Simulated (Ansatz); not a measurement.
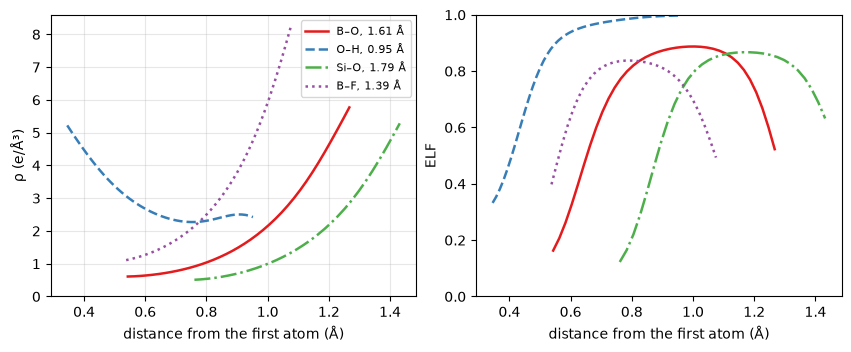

*BF3H4OSi. Electron density and ELF along straight lines between neighbouring atoms. The curves leave out the atomic cores.*

These are results of Ansatz 0.2.0, RHF/6-31G, not measurements.

```tsv
atom	x (Å)	y (Å)	z (Å)
B	0.4694	-1.4214	0.0853
F	1.7933	-1.6702	-0.2461
F	-0.4173	-2.3658	-0.4106
F	0.2551	-1.0685	1.4225
H	0.2176	-0.0484	-1.5917
O	0.0943	-0.0395	-0.6479
Si	-0.5022	1.4005	0.2315
H	0.5767	1.8449	1.1304
H	-0.7348	2.3558	-0.8802
H	-1.7520	1.0126	0.9066
```

Compare the contacts.

Answer. B–O (1.61 Å): ρ is about 1.1 e/Å³ halfway; the ELF peaks at about 0.90 between the atoms, as expected for a polar covalent bond.
O–H (0.95 Å): ρ is about 3.6 e/Å³ halfway; the ELF climbs to about 1 towards the hydrogen, as it does in any bond to H: an ordinary covalent bond to hydrogen.
Si–O (1.79 Å): the density is about 0.69 e/Å³ at the midpoint; the ELF peaks at about 0.85 between the atoms: a polar covalent bond.
B–F (1.39 Å): the density is about 1.7 e/Å³ at the midpoint; the ELF peaks at about 0.85 between the atoms: a polar covalent bond.
